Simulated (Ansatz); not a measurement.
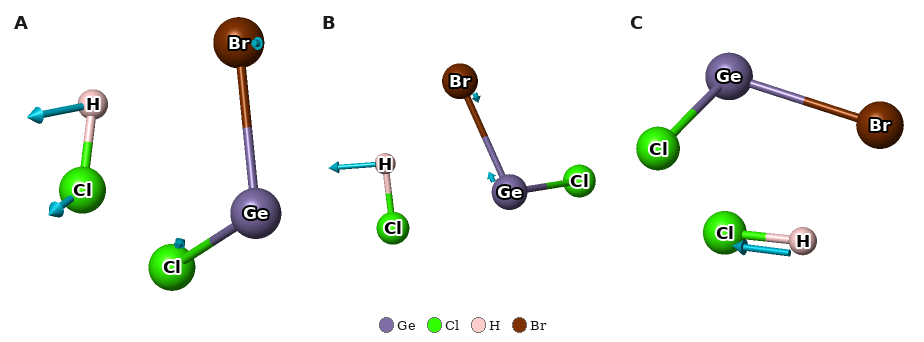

3 normal modes of one molecule or complex, as arrows. Harmonic vibrations computed with RKS PBE0-D4/def2-TZVP (Ansatz 0.2.0) at a stationary point of the same level.

**Match the panels to the wavenumbers 74 cm⁻¹, 255 cm⁻¹, 2870 cm⁻¹.**

A: 74 cm⁻¹
B: 255 cm⁻¹
C: 2870 cm⁻¹, Cl–H stretching
